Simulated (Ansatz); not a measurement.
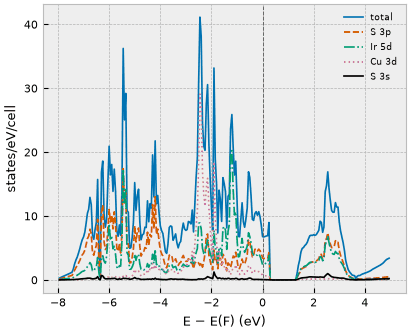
*Total and projected density of states of CuIr$_{2}$S$_{4}$ (spinel, space group No. 227), PBEsol in the plane-wave PAW code Ansatz*

**Question.** Which orbitals carry the states next to the Fermi level?

**Answer.** Within 0.5 eV of the Fermi level: S 3p 44 %, Ir 5d 39 %, Cu 3d 12 %. Projections are on Löwdin-orthogonalised atomic valence shells; empty p or d shells of many metals are not among them.

**Question.** Where is the tallest occupied peak in this window, and what makes it?

**Answer.** Near -2.4 eV, about 41 states/eV per cell; the largest projected share is Cu 3d.

Space group Fd-3m (spinel). The first step of the workflow began from a Materials Project structure, measured or hypothetical; the Crystallography Open Database files this formula in space group No. 227, but the cells were not matched. Its standing as an ambient phase is unchecked. The PBEsol relaxation kept the symmetry of its start; whether a distortion lowers the energy is not shown. No spin polarisation was allowed. Scalar-relativistic: spin–orbit coupling is off unless named, which matters more the heavier the elements.

Potentials: the later of the program's two PAW sets.
